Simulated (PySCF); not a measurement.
Consider MgBe (charge +1, doublet).

```xyz
2

Mg    0.0000    0.0000   -0.7268
Be    0.0000    0.0000    1.9342
```

Level of theory: PBE0/aug-pcseg-1, non-relativistic, at a bond length of 2.661 Å in PySCF.

What can the converged electron density, electron localisation function and spin density tell about the bonding?

Answer. Mg–Be (2.66 Å): ρ at the midpoint is about 0.17 e/Å³; the ELF peaks at about 1 between the atoms.
The unpaired spin (1 electron) lies mostly on Mg1 (about 0.5) and Be2 (about 0.5), in electrons by Hirshfeld's partition.

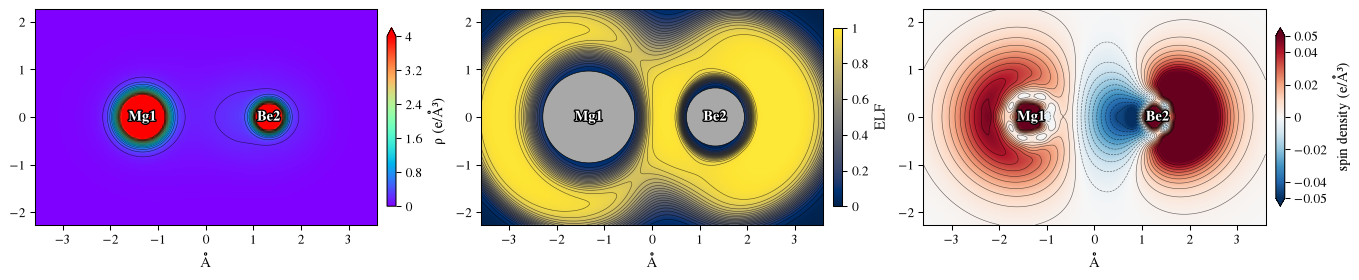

Computed electron density, electron localisation function and spin density on a plane that holds the molecular axis, in this order. Grey discs cover the atomic cores in the ELF map. 
